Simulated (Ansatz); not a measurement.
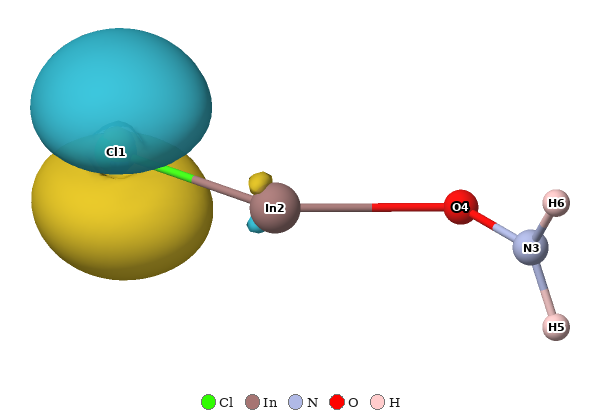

*ClH2InNO (charge +1). The HOMO−1 at ±0.15 Å⁻³ᐟ² (yellow and cyan are the two phases), seen at a tilt.*

Geometry: PBE0-D3(BJ)/def2-SVP; core potentials replace the inner electrons of In.

Theory: isolated molecule in a Gaussian basis; Kohn-Sham density functional theory, functional PBE0 in Ansatz 0.2.0.

```xyz
6

Cl   -1.9894    1.7099   -1.9227
In   -1.5702    0.4769   -0.0010
N    -0.9319   -1.9567    2.0270
O    -1.1226   -1.5623    0.8544
H    -1.7325   -2.2286    2.6059
H     0.0116   -1.9222    2.4252
```

### Describe this orbital and give its energy.

Its weight (Hirshfeld) is mainly on Cl1 (about 90 %) and In2 (about 10 %); largely a lone pair of Cl1. Its energy is −13.45 eV.
